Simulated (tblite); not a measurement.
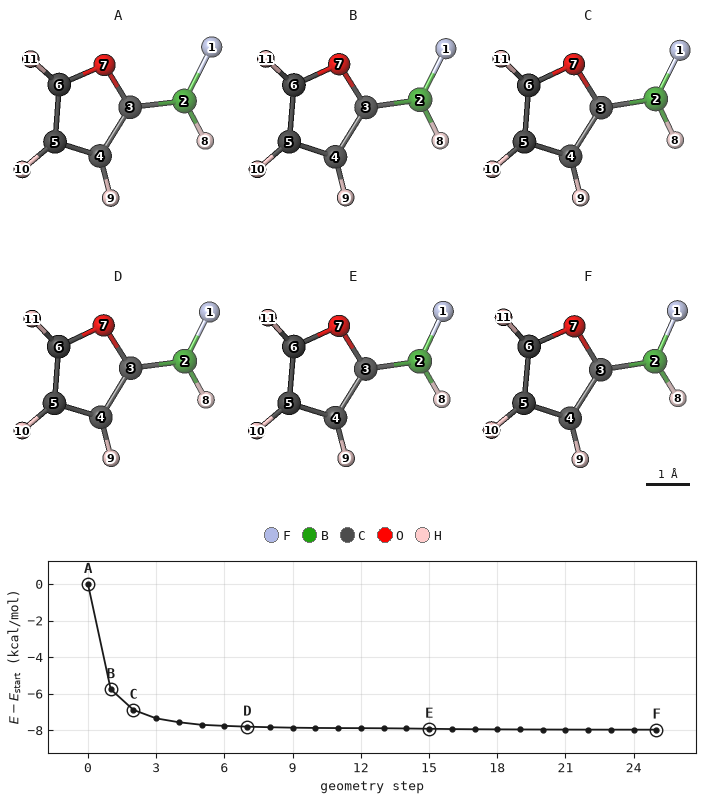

Frames of a relaxation of C$_{4}$H$_{4}$BFO, marked on the history of the run. The picture is a ball-and-stick view, seen at a tilt.

All numbers below come from GFN2-xTB geometry optimisation, gas phase (tblite 0.8.0). 

Describe the path.

The largest move after the best rigid fit is that of F1, 0.13 Å. Largest moves by element: F 0.13 Å, H 0.11 Å, C 0.05 Å, B 0.02 Å, O 0.01 Å. Near-neighbour distances that change, for instance: F1–B2 1.446 → 1.319 Å, C3–O7 1.323 → 1.363 Å, C4–C5 1.375 → 1.404 Å, C4–H9 1.095 → 1.071 Å. Bond angles that change, for instance: O7–C6–H11 124.3° → 117.5°, C5–C6–H11 126.1° → 131.4°, B2–C3–C4 126.7° → 130.0°. Over 25 geometry steps the energy falls by 7.96 kcal/mol. From step 0 to 1: F1 moves most (0.05 Å), energy −5.75 kcal/mol. From step 1 to 2: F1 moves most (0.04 Å), energy −1.13 kcal/mol. From step 2 to 7: B2 moves most (0.04 Å), energy −0.92 kcal/mol. From step 7 to 15: F1 moves most (0.04 Å), energy −0.11 kcal/mol. From step 15 to 25: H8 moves most (0.04 Å), energy −0.05 kcal/mol.
